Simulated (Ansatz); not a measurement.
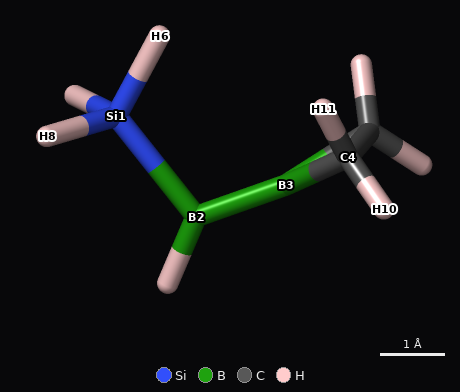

C2H8B2Si, before the relaxation. Style: stick. Shown at a tilt.

The start comes from PBE-D4/def2-SVP.

The calculation used RKS PBE0-D4/def2-TZVP (Ansatz 0.2.0).

The input:
```yaml
crystal:
  periodic: [false, false, false]
  atoms:
    - {symbol: Si, position_ang: [-2.098803, -0.125706, 0.634850]}
    - {symbol: B, position_ang: [-0.501757, 1.111601, 0.865395]}
    - {symbol: B, position_ang: [0.686577, 0.457582, 0.062072]}
    - {symbol: C, position_ang: [1.376261, 0.085463, -1.316930]}
    - {symbol: C, position_ang: [1.803130, -0.656134, -0.093775]}
    - {symbol: H, position_ang: [-1.792048, -1.368621, -0.167871]}
    - {symbol: H, position_ang: [-2.627112, -0.579738, 1.976573]}
    - {symbol: H, position_ang: [-3.214034, 0.601631, -0.080578]}
    - {symbol: H, position_ang: [-0.645510, 2.121406, 1.521197]}
    - {symbol: H, position_ang: [2.041921, 0.856108, -1.743061]}
    - {symbol: H, position_ang: [0.736562, -0.417703, -2.061459]}
    - {symbol: H, position_ang: [2.777600, -0.420607, 0.366589]}
    - {symbol: H, position_ang: [1.477814, -1.700082, 0.051796]}
basis:
  gaussian: {orbitals: def2-TZVP}
hamiltonian: {xc: pbe0, dispersion: d4}
relax: {f_tol: 0.005, max_steps: 150}
```

Command:
```bash
ansatz run in.yaml --threads 4 --pin off --events-out ev --progress --plain --max-ram 10444MiB
```

> Where does the relaxation end?

Over 11 geometry steps the energy falls by 5.47 kJ/mol. The largest force component goes from 0.56 to 0.0042 eV/Å. The atom that moves furthest after the best rigid fit is H6 (0.26 Å). By element the largest moves are H 0.26 Å, B 0.14 Å, Si 0.12 Å, C 0.08 Å. Some distances before and after: B3–C4 1.586 → 1.563 Å, B3–C5 1.585 → 1.562 Å, Si1–H6 1.511 → 1.490 Å, C4–H10 1.104 → 1.086 Å. Bond angles that change, for instance: Si1–B2–B3 106.4° → 113.7°, B3–B2–H9 135.3° → 128.9°. The run took 40 s on 4 threads of Arm Neoverse V2, with other jobs on the host.

Step by step:

```tsv
step	E − E(0), kJ/mol	largest force component, eV/Å
0	0.00	0.5606
1	-4.58	0.1836
2	-5.10	0.0366
3	-5.15	0.0300
4	-5.26	0.0475
5	-5.26	0.0463
6	-5.33	0.0333
7	-5.44	0.0313
8	-5.45	0.0234
9	-5.46	0.0100
10	-5.46	0.0212
11	-5.47	0.0042
```

Final geometry:

```xyz
13

Si   -2.2153   -0.1233    0.6686
B    -0.5428    1.0002    0.7842
B     0.6837    0.3886    0.0110
C     1.4502    0.1049   -1.3208
C     1.8617   -0.6321   -0.0942
H    -2.0490   -1.3679   -0.1336
H    -2.6481   -0.5238    2.0382
H    -3.3158    0.6695    0.0490
H    -0.6045    2.0154    1.4109
H     2.0890    0.8995   -1.6935
H     0.9090   -0.4252   -2.0979
H     2.7908   -0.3566    0.3951
H     1.6117   -1.6841   -0.0022
```

After the run, drawn alike:

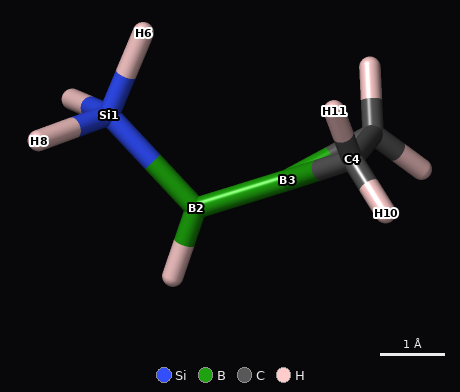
